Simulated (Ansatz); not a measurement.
**Molecular dynamics of CH$_{7}$BrGe (part 3 of 3)**

The same run, continued: CH$_{7}$BrGe; RKS BLYP-D4/def2-SVP (Ansatz 0.2.0). It belongs to a series of runs on one base structure; here: dynamics from the highest image of the converged band.

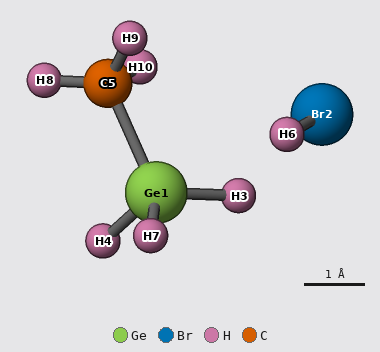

Fig. 1: The geometry at step 105 of the log (ball-and-stick view, seen at a tilt; atoms are numbered from 1 in the order of the input).

## Trajectory as extended XYZ (Å, eV, eV/Å), 20 of the 201 frames kept, from step=0 to step=200
```
10
Properties=species:S:1:pos:R:3:forces:R:3 step=0 time_fs=0.0 energy=-127699.02200 temperature=300.0
Ge   -0.3175   -0.7498   -0.0257    0.0027   0.0088  -0.0038
Br    2.5544   -0.3733   -0.4108    0.0055   0.0074  -0.0041
H    -0.1281   -1.8157   -1.1318    0.0081  -0.0010   0.0091
H    -1.4083   -1.2956    0.9605   -0.0085   0.0023   0.0003
C    -0.6520    1.1299   -0.4843   -0.0161  -0.0288  -0.0166
H     1.4258   -0.5935    1.1190   -0.0033   0.0007   0.0041
H     0.6893   -0.7243    1.6567   -0.0045  -0.0117  -0.0032
H    -1.7019    1.2188   -0.8319   -0.0037   0.0076   0.0149
H    -0.5151    1.7543    0.4182    0.0158   0.0078  -0.0064
H     0.0534    1.4494   -1.2700    0.0039   0.0068   0.0057
10
Properties=species:S:1:pos:R:3:forces:R:3 step=11 time_fs=5.5 energy=-127698.94206 temperature=223.0
Ge   -0.3099   -0.7432   -0.0313   -0.7126  -0.6265   0.5787
Br    2.5532   -0.3780   -0.4073    0.3284   0.0547   0.0161
H    -0.0763   -1.8453   -1.1224   -0.0302   0.2328   0.2903
H    -1.4323   -1.2453    0.9723    0.1075  -0.1099  -0.2328
C    -0.6995    1.1049   -0.4765    0.4382   0.8598   0.2277
H     1.5126   -0.5853    1.0701   -0.1519   0.1671  -0.1714
H     0.6841   -0.5943    1.5892    0.0705  -0.2015  -0.2291
H    -1.7618    1.3568   -0.7158    0.3127  -0.3905  -0.0792
H    -0.4158    1.7014    0.4258   -0.1114  -0.1537  -0.1936
H     0.0206    1.3962   -1.2617   -0.2513   0.1677  -0.2067
10
Properties=species:S:1:pos:R:3:forces:R:3 step=21 time_fs=10.5 energy=-127698.94515 temperature=226.1
Ge   -0.3053   -0.7390   -0.0344   -1.1328  -0.2365   1.4714
Br    2.5531   -0.3820   -0.4041    0.8698   0.1573  -0.0916
H    -0.0318   -1.8297   -1.0585    0.1526  -0.2332  -0.2050
H    -1.4361   -1.2273    0.9342   -0.1816  -0.2535  -0.0770
C    -0.7323    1.0957   -0.4684    1.2985   0.7925   0.2030
H     1.5637   -0.5406    0.9819    0.2027   0.1679  -0.4659
H     0.6851   -0.5240    1.4752   -0.4254  -0.3366  -0.2486
H    -1.7700    1.4022   -0.6272   -0.4479  -0.3244  -0.1502
H    -0.3473    1.6473    0.4233   -0.1716   0.0244  -0.2118
H    -0.0672    1.3858   -1.2981   -0.1642   0.2420  -0.2242
10
Properties=species:S:1:pos:R:3:forces:R:3 step=32 time_fs=16.0 energy=-127699.23608 temperature=506.1
Ge   -0.3048   -0.7358   -0.0324   -2.1593  -0.8534   1.3588
Br    2.5563   -0.3858   -0.4011    2.2853   0.4100  -1.0931
H     0.0542   -1.8554   -1.0269    0.0844   0.1114  -0.0304
H    -1.4892   -1.2720    0.8598   -0.3114  -0.1458  -0.3300
C    -0.7463    1.1030   -0.4610    0.1376   0.6827  -0.7446
H     1.6775   -0.4498    0.7694    0.1094   0.0018   0.3681
H     0.5761   -0.5374    1.2862   -0.2809  -0.3209   0.2172
H    -1.8336    1.3523   -0.5595    0.4104  -0.3347   0.1495
H    -0.2974    1.6235    0.4042   -0.1793   0.3747  -0.0656
H    -0.2135    1.4319   -1.3798   -0.0962   0.0742   0.1700
10
Properties=species:S:1:pos:R:3:forces:R:3 step=42 time_fs=21.0 energy=-127699.26105 temperature=531.2
Ge   -0.3120   -0.7357   -0.0266   -3.2335  -1.3625  -0.6189
Br    2.5666   -0.3881   -0.4023    2.8939   0.4118  -1.9375
H     0.1515   -1.8582   -1.0113   -0.1268   0.3969   0.1195
H    -1.6049   -1.3462    0.7140    0.0607   0.1624  -0.5099
C    -0.7523    1.1225   -0.4684    0.5261   0.2993   0.0718
H     1.7553   -0.3599    0.7210   -0.5963   0.0400   1.4837
H     0.4472   -0.6228    1.2136    0.9902  -0.0934   1.8308
H    -1.8406    1.2306   -0.4666   -0.3771   0.1152   0.1138
H    -0.2914    1.6929    0.3810   -0.3357   0.0172  -0.4853
H    -0.3681    1.4973   -1.4297    0.1986   0.0132  -0.0681
10
Properties=species:S:1:pos:R:3:forces:R:3 step=53 time_fs=26.5 energy=-127699.38738 temperature=653.6
Ge   -0.3308   -0.7401   -0.0204   -1.3156  -0.3531   1.5181
Br    2.5868   -0.3890   -0.4086    0.7351   0.6550   1.1642
H     0.2369   -1.7760   -0.9777    0.1164  -0.1397  -0.2760
H    -1.7192   -1.3871    0.4311    0.1761   0.2336  -0.0454
C    -0.7549    1.1481   -0.4803   -0.8008  -0.1666   0.0092
H     1.7512   -0.2688    0.9370    0.8898  -0.3188  -1.4539
H     0.4733   -0.7477    1.4735   -0.5564   0.0289  -0.9422
H    -1.8740    1.1270   -0.3468    0.5468   0.3408  -0.2253
H    -0.3394    1.8167    0.2879    0.1445   0.0914   0.1504
H    -0.4969    1.5566   -1.4805    0.0640  -0.3714   0.1008
10
Properties=species:S:1:pos:R:3:forces:R:3 step=63 time_fs=31.5 energy=-127699.50051 temperature=762.1
Ge   -0.3530   -0.7458   -0.0105   -0.6520  -0.2809   1.2060
Br    2.6082   -0.3878   -0.4118    1.6147   0.4729  -0.3653
H     0.3306   -1.7140   -0.9978   -0.1049   0.0448  -0.0371
H    -1.7858   -1.3708    0.1535   -0.0156   0.0481   0.2269
C    -0.7682    1.1694   -0.4907    0.5942   0.1811   0.9331
H     1.9383   -0.2491    0.8497    0.0174  -0.0390   0.2488
H     0.3918   -0.8582    1.5421   -0.8114   0.1220  -1.4503
H    -1.8327    1.1099   -0.2780   -0.7754   0.3776  -0.1616
H    -0.3548    1.9387    0.2268    0.0176  -0.6461  -0.3906
H    -0.5939    1.5310   -1.5155    0.1154  -0.2805  -0.2099
10
Properties=species:S:1:pos:R:3:forces:R:3 step=74 time_fs=37.0 energy=-127699.58667 temperature=845.1
Ge   -0.3808   -0.7530    0.0036   -2.2974   0.2288  -3.0788
Br    2.6377   -0.3851   -0.4175    1.4190   0.4275  -0.2408
H     0.3989   -1.6332   -1.0280   -0.4062   0.1832   0.1823
H    -1.8508   -1.3367   -0.0925    0.1819  -0.0189   0.3034
C    -0.7811    1.1903   -0.4879   -1.0531  -0.8306  -0.1334
H     2.1178   -0.2307    0.9026    0.0360   0.0228   0.2879
H     0.1329   -0.9538    1.3249    0.8751  -0.2539   2.3119
H    -1.8888    1.1941   -0.2606    0.6136   0.2539  -0.2069
H    -0.3278    1.9781    0.1164    0.4791   0.1834   0.2551
H    -0.6709    1.4212   -1.5747    0.1519  -0.1960   0.3194
10
Properties=species:S:1:pos:R:3:forces:R:3 step=84 time_fs=42.0 energy=-127699.65044 temperature=907.5
Ge   -0.4129   -0.7590    0.0089   -1.9069   0.5055  -0.1710
Br    2.6695   -0.3813   -0.4240    0.6076   0.6356   2.0163
H     0.3793   -1.5274   -1.0247    0.1337  -0.2994  -0.2539
H    -1.8733   -1.3117   -0.2395    0.0762  -0.1250   0.3940
C    -0.8056    1.1958   -0.4843    1.0899  -0.0544   0.6130
H     2.2531   -0.2052    1.0635    0.6278  -0.2428  -1.9353
H     0.0227   -1.0795    1.4881   -0.0134   0.1785  -0.3141
H    -1.8657    1.3361   -0.2814   -0.5732   0.0922   0.3106
H    -0.2173    2.0120    0.0486   -0.3276  -0.7891  -0.5296
H    -0.7000    1.2749   -1.5791    0.2859   0.0989  -0.1300
10
Properties=species:S:1:pos:R:3:forces:R:3 step=95 time_fs=47.5 energy=-127699.52707 temperature=790.1
Ge   -0.4556   -0.7637    0.0130   -1.2082   0.0661   1.0869
Br    2.7071   -0.3751   -0.4266    1.3268   0.0151  -2.7670
H     0.3771   -1.4757   -1.0691   -0.0218  -0.0999   0.1417
H    -1.8828   -1.3200   -0.2959   -0.1692  -0.2242   0.3406
C    -0.8213    1.1943   -0.4728   -0.3032  -0.8725  -0.4827
H     2.5309   -0.2215    0.8970   -0.3294   0.3202   2.8781
H    -0.0683   -1.1772    1.6500   -0.2348   0.5235  -1.8064
H    -1.8867    1.5011   -0.2500    0.7599  -0.3339  -0.0316
H    -0.1112    1.9282   -0.1049    0.4125   0.4106   0.4054
H    -0.6749    1.1375   -1.5811   -0.2326   0.1950   0.2351
10
Properties=species:S:1:pos:R:3:forces:R:3 step=105 time_fs=52.5 energy=-127699.76660 temperature=1019.6
Ge   -0.4990   -0.7676    0.0197   -1.6631   0.3203  -1.7565
Br    2.7448   -0.3690   -0.4329    0.7613   0.4629   1.8146
H     0.3721   -1.4583   -1.0839   -0.2998   0.1134   0.3758
H    -1.9232   -1.3773   -0.2633    0.0011  -0.0389   0.1617
C    -0.8306    1.1783   -0.4686    2.3843  -0.1996   0.0991
H     2.7561   -0.1995    1.0892    0.0465  -0.1814  -1.6925
H    -0.1943   -1.1523    1.4188    0.5871  -0.1799   1.1708
H    -1.7992    1.5942   -0.2101   -0.5737   0.0419   0.2079
H     0.0197    1.8856   -0.1791   -0.8362  -0.6379   0.0405
H    -0.6974    1.0606   -1.5539   -0.4075   0.2993  -0.4213
10
Properties=species:S:1:pos:R:3:forces:R:3 step=116 time_fs=58.0 energy=-127700.06441 temperature=1306.2
Ge   -0.5533   -0.7706    0.0211   -1.7106   0.0422  -0.0970
Br    2.7891   -0.3608   -0.4356    0.5754   0.2230   0.4260
H     0.3107   -1.4272   -1.0268    0.3105  -0.3232  -0.3501
H    -1.9676   -1.4495   -0.1816    0.1089   0.1436   0.0708
C    -0.8055    1.1528   -0.4662   -0.9013  -0.5644  -0.7394
H     3.0005   -0.2071    0.9968   -0.0060  -0.0273  -0.3426
H    -0.1808   -1.1656    1.4525    0.3645   0.1232   0.3440
H    -1.7555    1.6629   -0.1334    0.5653  -0.5332  -0.0275
H     0.0519    1.7540   -0.2204    0.8108   0.6142   0.3360
H    -0.8265    1.0585   -1.5859   -0.1176   0.3018   0.3799
10
Properties=species:S:1:pos:R:3:forces:R:3 step=126 time_fs=63.0 energy=-127699.96289 temperature=1209.9
Ge   -0.6082   -0.7730    0.0206    0.1387  -0.9787   1.5624
Br    2.8308   -0.3527   -0.4374   -0.0065   0.0014  -1.1742
H     0.3026   -1.4594   -1.0280   -0.0611  -0.0984   0.0759
H    -1.9891   -1.4856   -0.0890   -0.1511   0.0646   0.0265
C    -0.7854    1.1216   -0.4751    1.1354   0.5769   0.1483
H     3.2553   -0.2155    0.8815    0.4311   0.1408   1.2285
H    -0.0693   -1.1690    1.6346   -0.4571   0.6272  -1.7797
H    -1.6452    1.6322   -0.0443   -0.4403   0.1407   0.5541
H     0.1626    1.7050   -0.2082   -0.9018  -0.5398  -0.4594
H    -0.9735    1.1271   -1.5642    0.3127   0.0652  -0.1824
10
Properties=species:S:1:pos:R:3:forces:R:3 step=137 time_fs=68.5 energy=-127700.12227 temperature=1363.8
Ge   -0.6684   -0.7793    0.0252    0.3997  -1.0380  -0.5607
Br    2.8776   -0.3437   -0.4416    1.1914   0.2595   1.9498
H     0.2748   -1.5218   -1.0129   -0.4322   0.0886   0.2680
H    -2.0471   -1.5032    0.0186   -0.0984   0.1397  -0.0549
C    -0.7553    1.0977   -0.4838   -2.0679   0.3253   0.2147
H     3.5812   -0.2000    0.9501   -0.9242  -0.1723  -1.9142
H    -0.0509   -1.0188    1.4175    0.0697   0.1204   0.2258
H    -1.5601    1.5904    0.1470    0.5525  -0.2096  -0.4298
H     0.1754    1.5853   -0.2767    1.0874   0.5516   0.0675
H    -1.0596    1.2225   -1.5497    0.2220  -0.0652   0.2339
10
Properties=species:S:1:pos:R:3:forces:R:3 step=147 time_fs=73.5 energy=-127700.09768 temperature=1340.3
Ge   -0.7224   -0.7884    0.0273   -0.5145  -0.5313  -1.3721
Br    2.9230   -0.3348   -0.4409   -1.1046  -0.1681  -1.7398
H     0.1601   -1.5700   -0.9497    0.0498  -0.3404  -0.3671
H    -2.1226   -1.4852    0.1067    0.1026   0.2149   0.0302
C    -0.7520    1.0857   -0.4864    1.2695   0.6864   0.1998
H     3.7173   -0.2161    0.6639    1.2692   0.2078   1.7411
H     0.0052   -0.8450    1.2943    0.6239  -0.1641   1.6967
H    -1.4050    1.5360    0.2642   -0.3670   0.6351   0.0966
H     0.3004    1.5329   -0.3532   -1.1045  -0.5470  -0.1354
H    -1.0905    1.2992   -1.5092   -0.2244   0.0066  -0.1500
10
Properties=species:S:1:pos:R:3:forces:R:3 step=158 time_fs=79.0 energy=-127700.00912 temperature=1255.2
Ge   -0.7823   -0.8004    0.0261    1.5055  -0.1705   1.3711
Br    2.9709   -0.3253   -0.4433    1.1469   0.1143   0.9596
H     0.0322   -1.6983   -0.9543   -0.0787  -0.0175   0.0017
H    -2.1901   -1.4136    0.2130   -0.1101   0.0366   0.1256
C    -0.7373    1.0868   -0.4841   -1.6148   0.3117   0.2137
H     4.0695   -0.2011    0.5937   -1.0569  -0.1003  -0.9909
H     0.1535   -0.7073    1.4824   -1.1911  -0.3924  -1.3808
H    -1.2771    1.6012    0.3633    0.2374   0.0033  -0.6554
H     0.2881    1.3918   -0.4595    1.2329   0.3915   0.0500
H    -1.1698    1.3752   -1.4707   -0.0710  -0.1767   0.3055
10
Properties=species:S:1:pos:R:3:forces:R:3 step=168 time_fs=84.0 energy=-127700.16686 temperature=1406.6
Ge   -0.8324   -0.8120    0.0289    0.7505  -0.0817   0.6708
Br    3.0167   -0.3165   -0.4442    1.0918   0.0828   0.7030
H    -0.1008   -1.8217   -0.9663   -0.2912   0.4450   0.3052
H    -2.2681   -1.3339    0.3360    0.0431   0.0253  -0.0292
C    -0.7384    1.0957   -0.4793    1.2565   0.0859  -0.3905
H     4.2417   -0.1972    0.4219   -1.0436  -0.0852  -0.7279
H     0.0382   -0.6755    1.3830   -0.5001  -0.5148  -0.5373
H    -1.1375    1.6931    0.3488   -0.0918   0.1376   0.3655
H     0.3922    1.3055   -0.5524   -1.2757  -0.0192  -0.0787
H    -1.2654    1.4101   -1.3930    0.0604  -0.0757  -0.2809
10
Properties=species:S:1:pos:R:3:forces:R:3 step=179 time_fs=89.5 energy=-127700.01609 temperature=1261.9
Ge   -0.8860   -0.8249    0.0332   -1.7830   0.7453  -1.0009
Br    3.0687   -0.3067   -0.4438   -1.7083  -0.1614  -0.8019
H    -0.3090   -1.8623   -0.9240    0.1618  -0.1296  -0.4123
H    -2.3418   -1.2378    0.4581    0.1328   0.0560  -0.2762
C    -0.7269    1.1085   -0.4801   -1.4585   0.0099   0.1247
H     4.3159   -0.2015    0.1222    1.7097   0.1566   0.7887
H    -0.1420   -0.7685    1.2535    1.4674  -0.3276   2.2140
H    -0.9874    1.7954    0.3742    0.0583  -0.5968  -0.2695
H     0.3174    1.2330   -0.6841    1.1885   0.3691  -0.4228
H    -1.3457    1.4204   -1.3512    0.2312  -0.1216   0.0562
10
Properties=species:S:1:pos:R:3:forces:R:3 step=189 time_fs=94.5 energy=-127699.97778 temperature=1225.2
Ge   -0.9389   -0.8344    0.0358    0.6677   0.8515   2.0941
Br    3.1130   -0.2981   -0.4452    2.0619   0.1524   0.5845
H    -0.4728   -1.9092   -0.9620    0.1335   0.0193  -0.2283
H    -2.3837   -1.1391    0.5091   -0.1775  -0.0350  -0.1773
C    -0.7278    1.1183   -0.4833    1.5377  -0.8374  -0.9561
H     4.6169   -0.1816   -0.0206   -2.0743  -0.1530  -0.5896
H    -0.0633   -0.9349    1.4914   -0.6545  -0.0923  -1.4504
H    -0.8513    1.7855    0.3774   -0.1721   0.0576   0.2866
H     0.3517    1.2320   -0.8679   -1.0607  -0.0331   0.4671
H    -1.3812    1.4074   -1.3207   -0.2618   0.0698  -0.0305
10
Properties=species:S:1:pos:R:3:forces:R:3 step=200 time_fs=100.0 energy=-127700.13209 temperature=1373.3
Ge   -0.9952   -0.8418    0.0453    0.8551   0.1185   1.0240
Br    3.1669   -0.2882   -0.4453   -1.6590  -0.1224  -0.1750
H    -0.6225   -1.9421   -1.0523   -0.1195   0.5407   0.3571
H    -2.4684   -1.0374    0.5137   -0.0420  -0.0127  -0.1667
C    -0.7083    1.1126   -0.5031   -1.0530  -0.6914   0.3711
H     4.5360   -0.1893   -0.2915    1.6273   0.1251   0.1762
H    -0.1082   -1.1405    1.4405   -0.6090   0.2231  -1.2739
H    -0.7411    1.7564    0.4137   -0.1585  -0.2373  -0.4450
H     0.2413    1.2348   -0.9893    1.1739   0.0487  -0.3356
H    -1.4687    1.4039   -1.2684   -0.0152   0.0079   0.4678
```

This output came from the following input.

## The input
```yaml
crystal:
  periodic: [false, false, false]
  atoms:
    - { symbol: Ge, position_ang: [-0.317502, -0.749771, -0.025697] }
    - { symbol: Br, position_ang: [2.554428, -0.373339, -0.410766] }
    - { symbol: H, position_ang: [-0.128125, -1.815703, -1.131783] }
    - { symbol: H, position_ang: [-1.408326, -1.295606, 0.960478] }
    - { symbol: C, position_ang: [-0.651963, 1.129929, -0.484316] }
    - { symbol: H, position_ang: [1.425805, -0.593473, 1.118989] }
    - { symbol: H, position_ang: [0.689296, -0.724263, 1.656715] }
    - { symbol: H, position_ang: [-1.701888, 1.218777, -0.831854] }
    - { symbol: H, position_ang: [-0.515112, 1.754295, 0.418155] }
    - { symbol: H, position_ang: [0.053385, 1.449353, -1.270019] }
basis:
  gaussian: { orbitals: def2-SVP }
hamiltonian:
  xc: blyp
  dispersion: d4
md:
  timestep: 0.5
  n_steps: 200
  ensemble: nve
  temperature: 300.0
  initial_velocities: maxwell_boltzmann
  seed: 5232
```

Command:
```bash
ansatz run input.yaml --threads 2 --pin off --max-ram 3072MiB --backend cpu --events-out ev --progress --plain --runs-dir out
```

## Key numbers

```csv
quantity,value
outcome,finished
mean temperature over the second half,1269 K
trajectory,"200 steps, 100 fs"
ensemble,nve
temperature in the input,300.0 K
time step,0.5 fs
potential energy (last step),−127700.1325 eV
mean-field energy (last step),−127699.8276 eV
largest force (length of the vector) (last step),1.673 eV/Å
hardware,"2 threads of Arm Neoverse V1, 24 GiB of memory available, shared host"
wall time,7.5 min (CPU time 15 min)
peak memory,0.16 GiB
```

So short a trajectory is not equilibrated.
